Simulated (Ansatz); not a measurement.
**Cl₂Ga···H₂ (doublet): density, localisation and related maps**

```json
{"atom": "Ga", "x (Å)": "0.0000", "y (Å)": "0.0000", "z (Å)": "-0.4982"}
{"atom": "H", "x (Å)": "0.0000", "y (Å)": "0.0000", "z (Å)": "2.6441"}
{"atom": "Cl", "x (Å)": "1.8982", "y (Å)": "0.0000", "z (Å)": "-1.5998"}
{"atom": "Cl", "x (Å)": "-1.8982", "y (Å)": "0.0000", "z (Å)": "-1.5998"}
{"atom": "H", "x (Å)": "0.0000", "y (Å)": "0.0000", "z (Å)": "3.4137"}
```

The calculation used UKS PBE/def2-SVP (Ansatz 0.2.0).

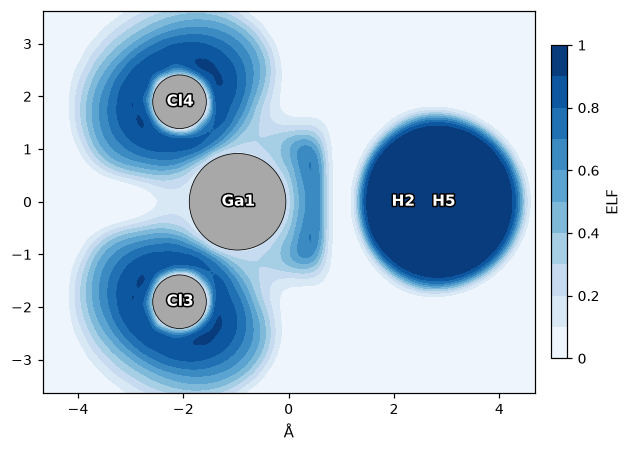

Figure 1. Electron localisation function on the molecular plane. Grey discs cover the atomic cores.

Q: Describe what can be read from this map.

A:
- The section cuts through Ga, H and Cl sites.
- Ga1···H2 (3.14 Å): the ELF dips to about 0.05 between them; a non-bonded, intermolecular contact.
- Ga–Cl (2.19 Å): the ELF peaks at about 0.80 in the valence shell of Cl, 0.8 Å from its nucleus, and is about 0.50 at the midpoint.
- H–H (0.77 Å): the ELF peaks at about 1 between the atoms.
- The ELF also peaks beside Cl3 and Cl4, away from the bonds: non-bonding electrons, paired or unpaired.

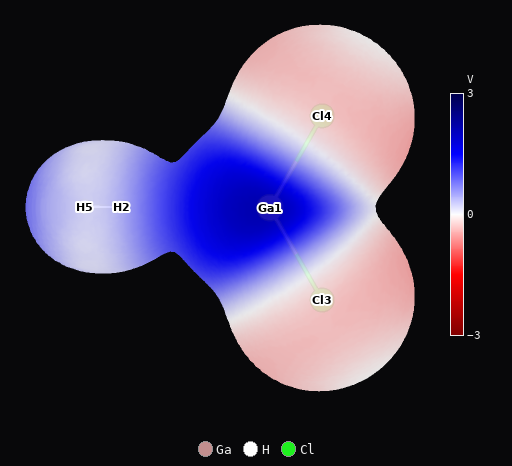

Figure 2. The electrostatic potential painted on the density surface at 0.002 e/bohr³, seen at a tilt; the colour scale runs from red (negative) to blue (positive).

Q: Where is the surface potential most negative and most positive?

A: The most negative region (about −0.5 V) lies over Cl3 and Cl4, the most positive (about +2.1 V) over Ga1.

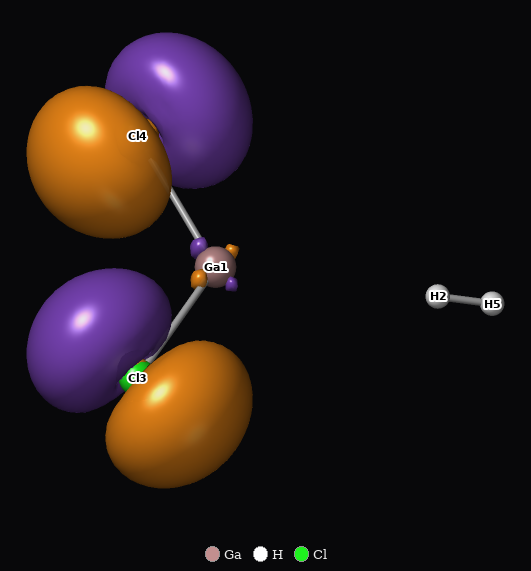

Figure 3. The HOMO−1 (α) at ±0.1 Å⁻³ᐟ² (orange and purple are the two phases), seen at an oblique angle.

Q: What is the character of this orbital?

A: By Hirshfeld shares it lies mainly on Cl3 (about 45 %) and Cl4 (about 45 %); it is symmetric in the molecular plane (an in-plane orbital: σ, lone-pair or in-plane π type); largely a combination of lone pairs on Cl3 and Cl4. Its energy is −7.65 eV.
